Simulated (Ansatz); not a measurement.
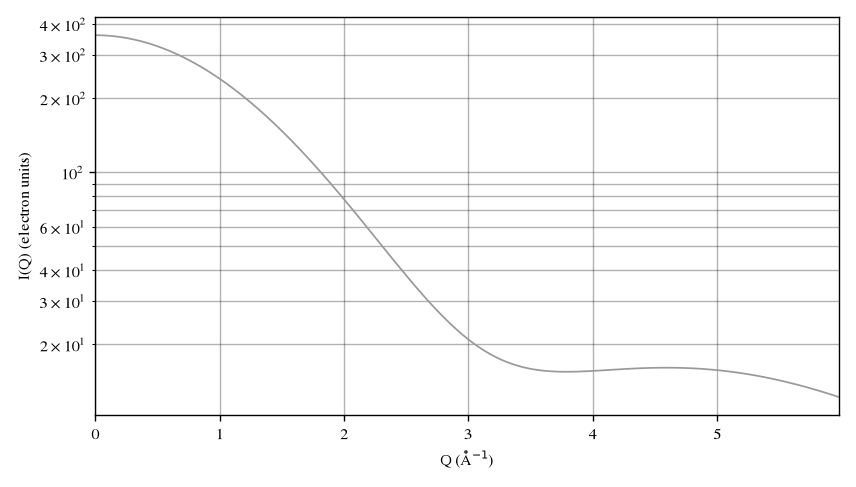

Elastic X-ray scattering of a randomly oriented, rigid molecule, calculated with the Debye equation from neutral-atom form factors (independent atoms, no Compton part, no vibration). The geometry is the end point of an optimisation (RKS r2SCAN/def2-SVP in Ansatz 0.2.0); it may be a saddle point or a higher isomer. It contains C, N.

How many electrons does the independent-atom model of the molecule hold?

I(0) is the square of the electron number: I(0) = 361, so about 19 electrons, the count of C2N counted as neutral atoms.

What radius of gyration does the initial fall-off give?

From I(Q) ≈ I(0) exp(−Q²R²/3) at small Q, R ≈ 1.11 Å. It is larger than the electron-weighted radius of the nuclear positions alone (0.80 Å), because each atom's electron cloud adds to it.
